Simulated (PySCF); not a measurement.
C₉H₉NSeSi, SMILES c1cncc([SiH2]c2ccc[se]2)c1 at its GFN2-xTB optimised geometry (Å):

```
21

C      3.1448     2.8493    -2.5454
C      4.0713     2.2888    -3.4119
N      4.4994     1.0430    -3.3016
C      4.0181     0.3029    -2.3209
C      3.0835     0.7441    -1.3859
Si     2.4532    -0.3727     0.0000
C      0.5726    -0.3727     0.0000
C     -0.2431    -1.4650     0.0417
C     -1.6324    -1.2043     0.0682
C     -1.9569     0.1127     0.0577
Se    -0.4592     1.1967     0.0000
C      2.6515     2.0604    -1.5210
H      2.8209     3.8715    -2.6692
H      4.4917     2.8575    -4.2313
H      4.4007    -0.7091    -2.2750
H      2.9462     0.1467     1.2842
H      2.9054    -1.7473    -0.2290
H      0.1527    -2.4674     0.0514
H     -2.3699    -1.9895     0.0962
H     -2.9462     0.5335     0.0708
H      1.9274     2.4674    -0.8233
```

Calculation: PySCF with PBE/def2-SVP. Cells within 0.4 Å of a nucleus heavier than hydrogen are left out (blank, or x).

Map of the electron localisation function on the plane z = 0.0 Å:

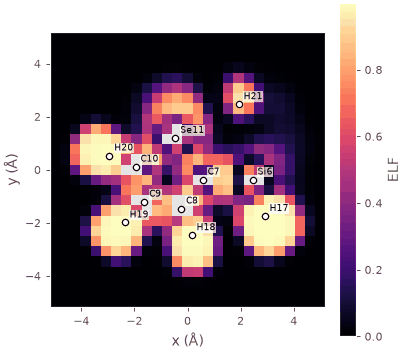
Figure. Electron localisation function on the plane z = 0.0 Å.
